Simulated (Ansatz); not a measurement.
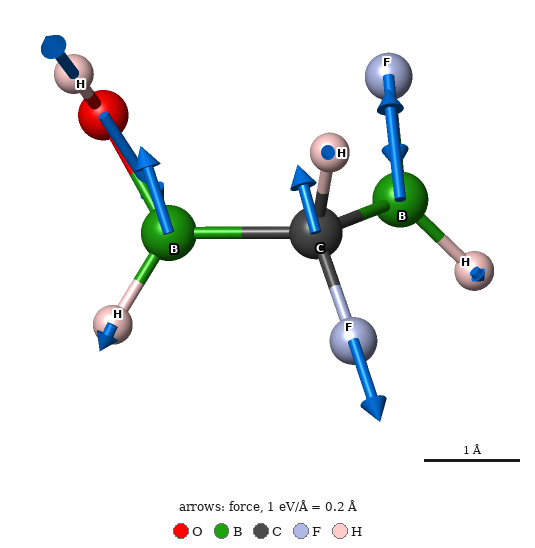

Starting geometry of CH₄B₂F₂O with the computed forces as blue arrows. A ball-and-stick model, seen at a tilt.

The run prepares the start of a later molecular dynamics calculation, from a guessed geometry.

Level of theory: RKS r2SCAN/STO-3G in Ansatz 0.2.0. Set-up: no spin polarisation; force threshold 0.02 eV/Å; at most 40 steps.

> Is this structure relaxed? If not, where do the atoms go?

It isn't relaxed: the largest force vector, on B atoms, is 6.54 eV/Å. The final displacements have little in common with the starting forces (cosine between the two patterns −0.08). The largest move after the best rigid fit is that of an H atom, 0.85 Å. By element the largest moves are H 0.85 Å, O 0.47 Å, F 0.32 Å, B 0.22 Å, C 0.15 Å. Some distances before and after: B–F 1.470 → 1.314 Å, B–O 1.479 → 1.359 Å, C–F 1.333 → 1.427 Å, H–O 0.943 → 1.016 Å. Among the angles between lasting bonds that change: B–C–B 111.4° → 107.1°, O–B–C 121.1° → 117.2°, O–B–H 120.0° → 122.3°. Groups turn about B–O by about 90°. The energy falls by 215.0 kJ/mol in 15 geometry steps. The largest force component goes from 4.7 to 0.0086 eV/Å. The run took 75 s on 1 thread of Intel(R) Xeon(R) Processor @ 2.70GHz (shared host), peak memory 0.17 GiB.

Limits of the set-up: STO-3G is a minimal basis, so the numbers are rough.
